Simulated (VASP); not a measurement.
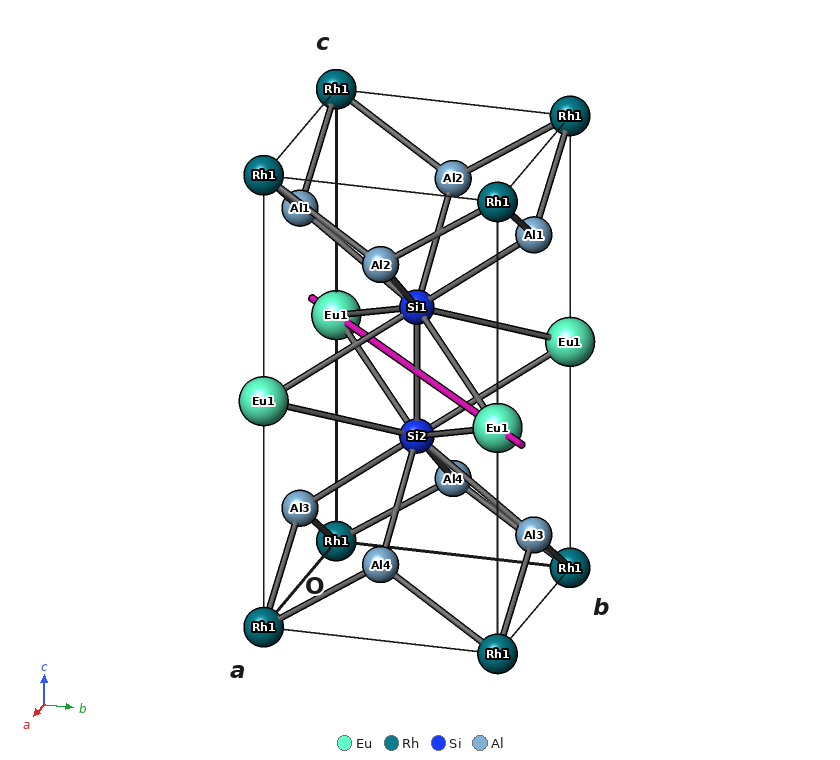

For EuAl4Si2Rh, an entry of the Crystallography Open Database, as set up for an electronic-structure calculation: the coloured rod is the axis of a symmetry operation of the crystal. All values are computed from the atomic coordinates in the standard setting (tolerance 0.002 Å).

a = 4.176 Å, b = 4.176 Å, c = 8.289 Å, α = 90.00°, β = 90.00°, γ = 90.00°.

```tsv
atom	x	y	z
Eu1	0.0000	0.0000	0.5000
Rh1	0.0000	0.0000	0.0000
Si1	0.5000	0.5000	0.6426
Si2	0.5000	0.5000	0.3574
Al1	0.5000	0.0000	0.8320
Al2	0.0000	0.5000	0.8320
Al3	0.5000	0.0000	0.1680
Al4	0.0000	0.5000	0.1680
```

Take the operation x, y, z → y, x, −z+1.

Question: What kind of operation is it, and where does it lie?

Answer: It is a 2-fold rotation, about the line along [1 1 0] through (1/2, 1/2, 1/2).

Question: Onto which atom does it carry each atom (up to whole multiples of a, b and c)?

Answer: Eu1 → Eu1, Rh1 → Rh1, Si1 → Si2, Si2 → Si1, Al1 → Al4, Al2 → Al3, Al3 → Al2, Al4 → Al1.
